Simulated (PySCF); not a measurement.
**Changing the system itself: BH⁻**

Aim: change spin, charge, geometry, field or solvent of BH⁻, one at a time, and compare with the base run.

Computed with PySCF 2.14.0. Level: each script names its method and basis.

## 1. Where the work starts

BH⁻: 2 atoms, charge -1, spin multiplicity 2.

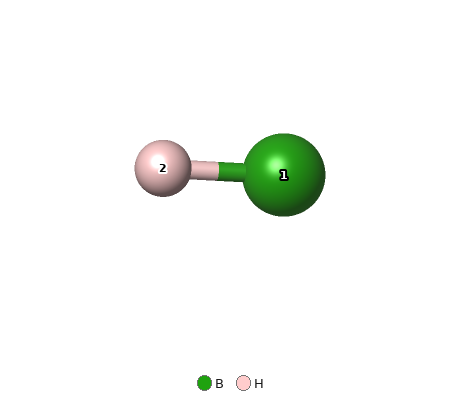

The starting geometry (boron green, hydrogen pink); atoms are numbered from 1 in the order of the file.

## 2. The base run

Contents of input.py:

```python
from pyscf import gto, scf

mol = gto.M(
    atom='B 0 0 0; H 0 0 1.297',
    basis='jorge-dzp-dkh',
    charge=-1,
    spin=1,
    verbose=3,
)
mf = scf.UHF(mol)
mf = mf.sfx2c1e()
mf.kernel()
mf.analyze()
print('orbital energies (hartree):', [e[max(0, n-3):n+3].round(4) for e, n in zip(mf.mo_energy, mol.nelec)])
```

On the command line:

```bash
$ OMP_NUM_THREADS=1 python input.py
```

Its log is not repeated here.

Base result: E(SCF) = -25.100609 Eh, ⟨S²⟩ = 0.760.

The bond length is a typed value, not an optimised one. The dipole of an ion depends on the origin.

## 3. PCM, ε = 32.6

Run 1 changes solvent: none (gas phase) → PCM, ε = 32.6.

Contents of input.py:

```python
from pyscf import gto, scf, solvent

mol = gto.M(
    atom='B 0 0 0; H 0 0 1.297',
    basis='jorge-dzp-dkh',
    charge=-1,
    spin=1,
    verbose=3,
)
mf = scf.UHF(mol)
mf = mf.sfx2c1e()
mf = solvent.PCM(mf)
mf.with_solvent.eps = 32.6
mf.kernel()
mf.analyze()
print('orbital energies (hartree):', [e[max(0, n-3):n+3].round(4) for e, n in zip(mf.mo_energy, mol.nelec)])
```

On the command line:

```bash
$ OMP_NUM_THREADS=1 python input.py
```

## 4. Electric field 0.001 a.u.

Run 2 changes electric field: none → 0.001 a.u.

input.py, as its differences from that of step 2:

```diff
@@ -11,2 +11,7 @@
 mf = mf.sfx2c1e()
+field = 0.001  # electric field along z, atomic units
+h = mf.get_hcore() + field*mol.intor('int1e_r')[2]
+mf.get_hcore = lambda *args: h
+e_nuc = mol.energy_nuc() - field*mol.atom_charges() @ mol.atom_coords()[:, 2]
+mf.energy_nuc = lambda *args: e_nuc
 mf.kernel()
```

## 5. Charge +0 (singlet)

Run 3 changes charge: -1 → 0; spin (2S): 1 → 0.

input.py, as its differences from that of step 2:

```diff
@@ -5,4 +5,4 @@
     basis='jorge-dzp-dkh',
-    charge=-1,
-    spin=1,
+    charge=0,
+    spin=0,
     verbose=3,
```

## 6. Electric field -0.01 a.u.

Run 4 changes electric field: none → -0.01 a.u.

input.py, as its differences from that of step 2:

```diff
@@ -11,2 +11,7 @@
 mf = mf.sfx2c1e()
+field = -0.01  # electric field along z, atomic units
+h = mf.get_hcore() + field*mol.intor('int1e_r')[2]
+mf.get_hcore = lambda *args: h
+e_nuc = mol.energy_nuc() - field*mol.atom_charges() @ mol.atom_coords()[:, 2]
+mf.energy_nuc = lambda *args: e_nuc
 mf.kernel()
```

## 7. Electric field 0.005 a.u.

Run 5 changes electric field: none → 0.005 a.u.

input.py, as its differences from that of step 2:

```diff
@@ -11,2 +11,7 @@
 mf = mf.sfx2c1e()
+field = 0.005  # electric field along z, atomic units
+h = mf.get_hcore() + field*mol.intor('int1e_r')[2]
+mf.get_hcore = lambda *args: h
+e_nuc = mol.energy_nuc() - field*mol.atom_charges() @ mol.atom_coords()[:, 2]
+mf.energy_nuc = lambda *args: e_nuc
 mf.kernel()
```

**Question.** What will these runs give? Wanted: for each run, E(SCF); from base; gap, α spin; SCF dipole.

As calculated:

```
                      run  E(SCF) (hartree)  from base (eV)  gap, α spin (eV)  SCF dipole (D)
                     base        -25.100609               0              8.19             n/a
            PCM, ε = 32.6        -25.208633         -2.9395              8.53             n/a
electric field 0.001 a.u.        -25.101066  not comparable              8.19             n/a
      charge +0 (singlet)        -25.130356         -0.8095             10.85            1.50
electric field -0.01 a.u.        -25.097799  not comparable              8.22             n/a
electric field 0.005 a.u.        -25.103211  not comparable              8.18             n/a
```

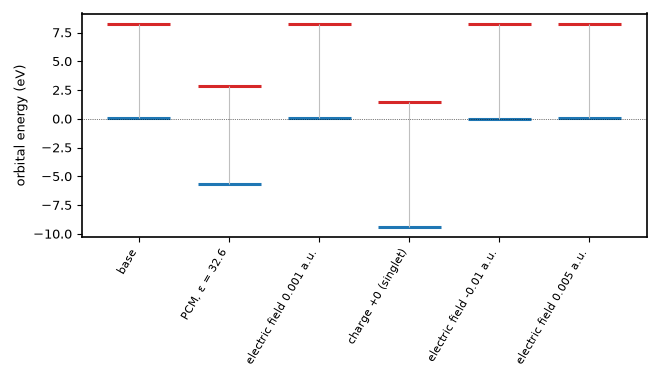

Frontier levels by run: filled blue, empty red. Open-shell runs show the α spin alone.

**Reading.** The highest filled level of this anion is positive: the basis lacks diffuse functions or the electron is not bound, so these numbers hang on the basis. A continuum solvent with ε = 32.6 lowers the energy by 2.939 eV, a large gain because the system is charged. At the SCF level, going to the singlet with one electron fewer costs -0.81 eV at fixed geometry.
